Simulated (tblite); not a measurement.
Scan of H2B, doublet: map of symmetric stretch and bend. Scanned: B-H bond length and H-B-H angle.

Calculation: GFN2-xTB, 300 K electronic temperature (tblite 0.5.0).

Energy in kcal/mol above the lowest grid point; x is the B-H bond length (Å), y the H-B-H angle (°).

```
y \ x   1.01  1.07  1.14  1.20  1.25  1.32  1.36  1.42  1.50  1.56  1.61
------  ----  ----  ----  ----  ----  ----  ----  ----  ----  ----  ----
180     21.4   9.1   4.8   6.5  10.4  18.4  23.8  32.6  45.4  55.3  63.9
169.31     —     —   4.3   5.9   9.8  17.6  23.0  31.7  44.3  54.1  62.5
160.05  20.4   7.9   3.2   4.7   8.5  16.1  21.3  29.9  42.2  51.8  60.0
149.81  19.6   6.7   1.8   3.0   6.6  14.0  19.0  27.4  39.5  48.9  57.0
137.91  19.0   5.7   0.4   1.3   4.6  11.8  16.7  24.9  36.8  46.2  54.2
130.04  19.2   5.7   0.0   0.7   3.9  10.8  15.7  23.8  35.6  45.0  53.0
118.66  21.0   6.9   0.7   1.1   4.0  10.7  15.4  23.4  35.0  44.3  52.3
109.76  24.0   9.4   2.7   2.8   5.4  11.8  16.4  24.2  35.7  44.8  52.8
99.23   30.0  14.7   7.4   6.9   9.2  15.1  19.5  26.9  38.1  47.0  54.8
88.66   39.8  23.6  15.2  14.0  15.8  21.1  25.1  32.1  42.7  51.4  58.9
80.29   51.0  33.8  24.6  22.6  23.8  28.4  32.1  38.6  48.5  56.7  63.9
70      70.0  51.6  40.9  37.8  38.1  41.5  44.6  50.2  59.1  66.6  73.2
```

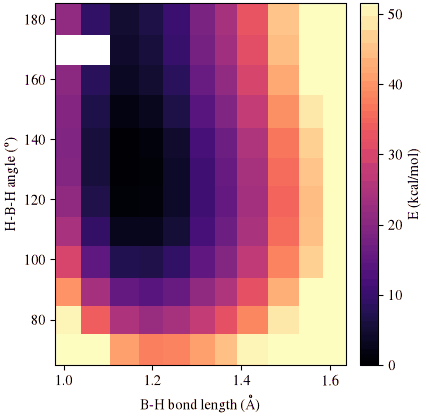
Fig. 1. Energy surface, cut off at 52 kcal/mol.

Points that lie below all their neighbours on the grid (none is named beside a point without a result): x = 1.14, y = 130.04 (0.0 kcal/mol).

A dash means that the run gave no value there, or that the column was ended at a point which the program doubted or which failed a test of continuity chosen for this set; such a test can also cut sound points.
